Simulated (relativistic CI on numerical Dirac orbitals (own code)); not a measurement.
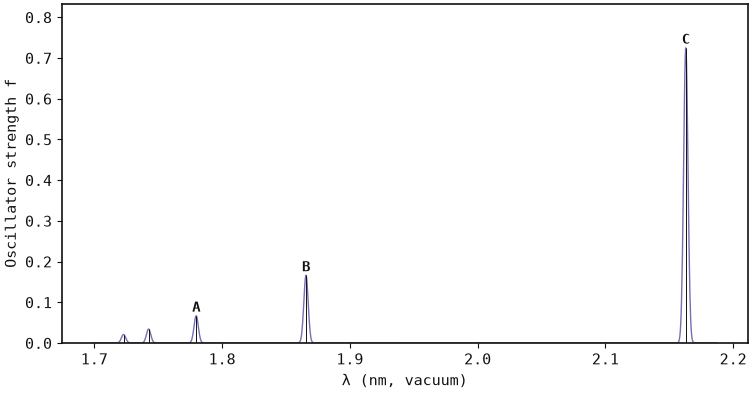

The plot shows absorption lines from the lowest level (oscillator strengths f) for O⁶⁺. Computed by Dirac CI, KLI exchange-only orbitals, Breit term, model QED, unscaled Slater integrals. The envelope is a Gaussian of full width 4×10⁻³ nm, scaled to the tallest stick.

Give upper and lower level, position and strength of each lettered line.

Answer. A: 1s 4p ¹P°₁ ← 1s² ¹S₀, 1.780 nm, f = 0.067; B: 1s 3p ¹P°₁ ← 1s² ¹S₀, 1.866 nm, f = 0.17; C: 1s 2p ¹P°₁ ← 1s² ¹S₀, 2.163 nm, f = 0.72. The strongest, C, lies in the soft X-ray region.

Caveat: only a limited list of configurations is included, so lower levels can be missing.
